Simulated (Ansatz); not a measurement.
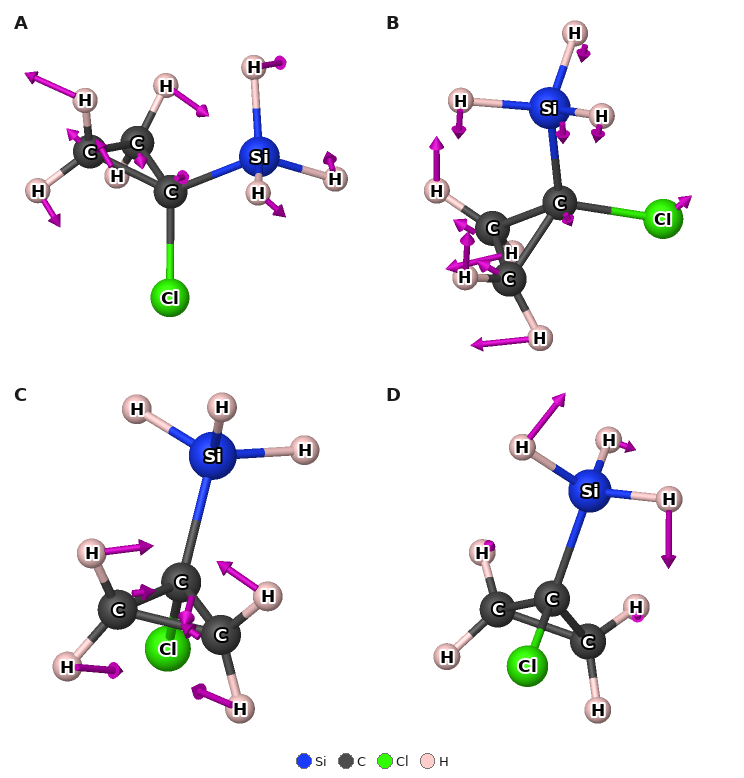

4 normal modes of one molecule or complex, as arrows. Harmonic vibrations computed with RKS PBE0-D4/def2-TZVP (Ansatz 0.2.0) at a stationary point of the same level.

Question: Match the panels to the wavenumbers 273 cm⁻¹, 658 cm⁻¹, 910 cm⁻¹, 1292 cm⁻¹.

Answer: A: 910 cm⁻¹
B: 273 cm⁻¹, angle bending
C: 1292 cm⁻¹
D: 658 cm⁻¹, C–Si–H bending
